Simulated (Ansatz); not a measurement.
# C2H2F (SMILES C=[C]F): UHF/STO-3G

Aim: the energy change on altering one bond length of C2H2F at UHF/STO-3G, from 2 runs. 

Program for the calculation: Ansatz 0.2.0.

52 further runs of the same task are left out: 1 that didn't finish, 51 set aside as unsound or not needed.

## (1) The system as given

C2H2F: 5 atoms, total charge 0, spin state doublet. As SMILES, `C=[C]F`. The shape is that of a PBE0-D4/def2-TZVP optimisation.

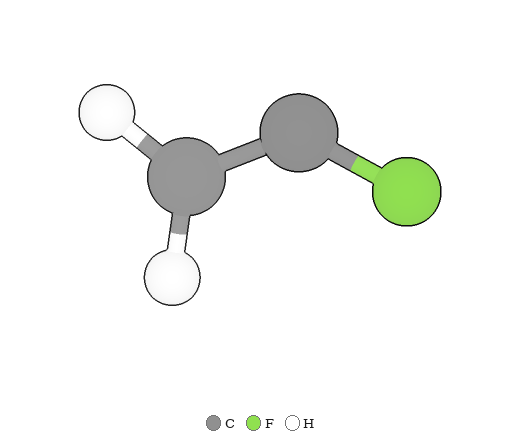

The structure, seen from a chosen angle (carbon grey, fluorine green, hydrogen white).

## (2) The energy at UHF/STO-3G

The input, run.yaml:

```yaml
crystal:
  periodic: [false, false, false]
  atoms:
    - {symbol: C, position_ang: [0.488200, -0.200400, 0.008400]}
    - {symbol: C, position_ang: [-0.592700, 0.393700, 0.447100]}
    - {symbol: F, position_ang: [-1.725600, 0.629500, -0.148900]}
    - {symbol: H, position_ang: [0.534700, -0.590400, -1.005400]}
    - {symbol: H, position_ang: [1.345200, -0.306200, 0.657500]}
basis:
  gaussian: {orbitals: STO-3G}
magnetization: {spin_polarized: true, initial_magnetization: 1}
hamiltonian: {xc: hf}
accuracy: high
```

Launch:

```bash
$ ansatz run run.yaml --threads 1 --pin off --max-ram 2610MiB --events-out events.jsonl --progress --plain --runs-dir runs
```

The program printed:

```text
Warning: RAYON_NUM_THREADS=1 ignored (pool sized by the plan → 1); use --threads N
Functional definition: HF
  name "HF"
  exchange = exact_x
  correlation = 0
294 factors; integrals over basis functions are off by at most 4.1e-8 eV
mean field evaluation 1: about -4730.3343 eV, gradient 1.2e1 eV
mean field evaluation 2: about -4730.4296 eV, gradient 1.2e1 eV
mean field evaluation 4: about -4731.6297 eV, gradient 2.1e0 eV
mean field evaluation 8: about -4731.8467 eV, gradient 9.4e-1 eV
mean field evaluation 16: about -4731.9654 eV, gradient 2.1e-7 eV
mean field -4731.96535767 eV, -173.8965194532 hartree, gradient 4.9e-8 eV, S^2 1.060361; 0 other end points of the search recorded, 0 dependent functions left out
reference -4731.96535767 eV, -173.8965194532 hartree; 12, 11 occupied and 5, 6 virtual orbitals, 294 factors
Total energy: -4731.96535767 eV, -173.8965194532 hartree
```

It took 0.06 s on 1 thread of AMD EPYC 9R45 (Zen 5), shared host.

## (3) The distorted shape, same level

The input, in.yaml:

```yaml
crystal:
  periodic: [false, false, false]
  atoms:
    - symbol: C
      position_ang: [0.758440, -0.348933, -0.101281]
    - symbol: C
      position_ang: [-0.592700, 0.393700, 0.447100]
    - symbol: F
      position_ang: [-1.725600, 0.629500, -0.148900]
    - symbol: H
      position_ang: [0.804940, -0.738933, -1.115081]
    - symbol: H
      position_ang: [1.615440, -0.454733, 0.547819]
basis:
  gaussian:
    orbitals: STO-3G
magnetization:
  spin_polarized: true
  initial_magnetization: 1
hamiltonian:
  xc: hf
accuracy: high
```

Launch:

```bash
$ ansatz run in.yaml --threads 1 --pin off --max-ram 2610MiB --events-out events.jsonl --progress --plain --runs-dir runs
```

The program printed:

```text
Warning: RAYON_NUM_THREADS=1 ignored (pool sized by the plan → 1); use --threads N
[... 4 set-up lines as earlier in the session ...]
291 factors; integrals over basis functions are off by at most 4.1e-8 eV
mean field evaluation 1: about -4727.0597 eV, gradient 1.4e1 eV
mean field evaluation 2: about -4727.1448 eV, gradient 1.4e1 eV
mean field evaluation 4: about -4728.8389 eV, gradient 2.9e0 eV
mean field evaluation 8: about -4728.9080 eV, gradient 5.6e-1 eV
mean field evaluation 16: about -4730.8466 eV, gradient 5.4e-2 eV
mean field evaluation 32: about -4730.8467 eV, gradient 2.0e-4 eV
mean field -4730.84668352 eV, -173.8554089362 hartree, gradient 2.8e-8 eV, S^2 1.587428; 2 other end points of the search recorded, 0 dependent functions left out
reference -4730.84668352 eV, -173.8554089362 hartree; 12, 11 occupied and 5, 6 virtual orbitals, 291 factors
Total energy: -4730.84668352 eV, -173.8554089362 hartree
```

Wall time 0.08 s (1 thread of AMD EPYC 9R45 (Zen 5), shared host).

## (4) Results

Level: UHF/STO-3G.

```
                                                         quantity          value
                                        first shape: total energy  -173.89652 Eh
                                                first shape: ⟨S²⟩          1.060
                                    distorted shape: total energy  -173.85541 Eh
                                            distorted shape: ⟨S²⟩          1.587
energy change with the C1–C2 bond stretched from 1.309 to 1.636 Å       1.119 eV
```

With the C1–C2 bond stretched from 1.309 to 1.636 Å the energy rises by 1.12 eV (108 kJ/mol). The first shape isn't relaxed at this level, so the change isn't measured from a minimum. The minimal basis adds a large error of its own. ⟨S²⟩ (first shape) is 1.06 where a pure doublet has 0.75: the reference is spin-contaminated. ⟨S²⟩ (distorted shape) is 1.59 where a pure doublet has 0.75: the reference is spin-contaminated.
